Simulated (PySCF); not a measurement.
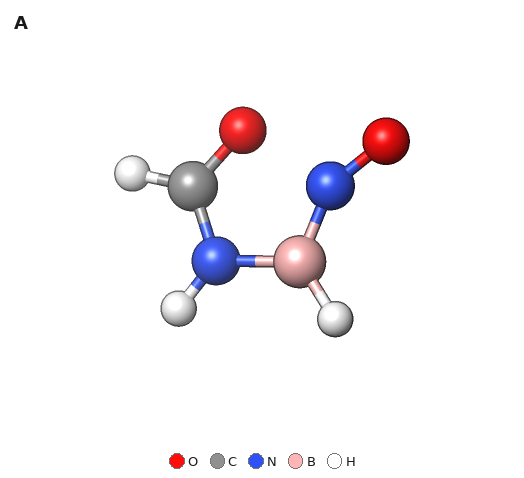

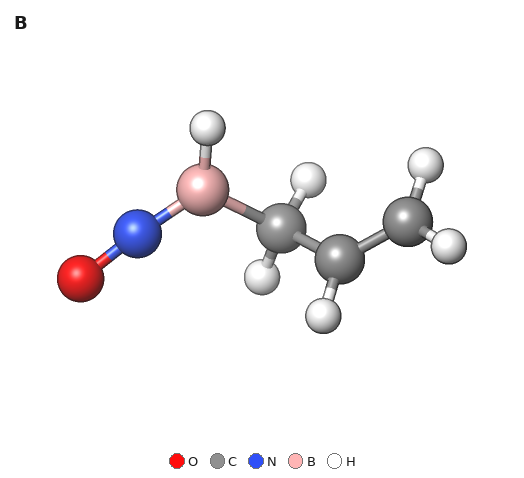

Two related species, optimised with GFN2-xTB; properties computed with PySCF 2.14.0. Both: charge 0, singlet.

What are A and B?

A is CH3BN2O2 (O=CNBN=O), B is C3H6BNO (C=CCBN=O).

Compare them. With CAM-B3LYP/def2-SVPD: dipole moment (D), HOMO–LUMO gap (eV), HOMO energy (Kohn–Sham orbital) (eV), lowest vertical singlet excitation (eV), mean static polarisability (bohr³). With PBE0/pcSseg-1: shielding of B (ppm), Hirshfeld charge of B (e), IAO charge of B (e). With GFN2-xTB: mean B–H length (Å), mean B–N length (Å).

```json
{"quantity": "dipole moment (D)", "A": "5.95", "B": "1.25"}
{"quantity": "HOMO–LUMO gap (eV)", "A": "6.89", "B": "6.41"}
{"quantity": "HOMO energy (Kohn–Sham orbital) (eV)", "A": "−7.27", "B": "−8.45"}
{"quantity": "lowest vertical singlet excitation (eV)", "A": "1.94", "B": "1.27"}
{"quantity": "mean static polarisability (bohr³)", "A": "52.9", "B": "69.5"}
{"quantity": "shielding of B (ppm)", "A": "107.1", "B": "130.5"}
{"quantity": "Hirshfeld charge of B (e)", "A": "0.06", "B": "0.07"}
{"quantity": "IAO charge of B (e)", "A": "−0.01", "B": "−0.06"}
{"quantity": "mean B–H length (Å)", "A": "1.159", "B": "1.162"}
{"quantity": "mean B–N length (Å)", "A": "1.407", "B": "1.296"}
```

Each is one conformer, and no frequency run is at hand to confirm it as a minimum.

The geometry is semi-empirical. Around B such bond lengths and angles can be off by a tenth of an ångström or more and by several degrees, and values that hang on the shape move with them.
